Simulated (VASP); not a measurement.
Band structure of C (graphite). Computed with RPBE GGA, VASP's PBE PAW potentials (set 64) (plane waves; VASP 6.6.1).

Without a dispersion term in the relaxation, distances and binding between the weakly bound layers, chains or molecules are unreliable, and so is what depends on them.

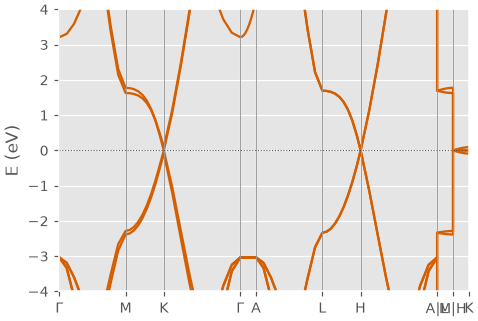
Figure. Bands along high-symmetry lines, zero at the valence-band maximum or, without a gap, the Fermi level

**Question.** Read the plot: is there a gap, and where are the band edges?

**Answer.** It has no gap at this level: it comes out as a metal or semimetal. (Edges off the drawn lines would not show.)

The compound is C in the graphite structure. It was relaxed first, which changed the volume by +35 %.
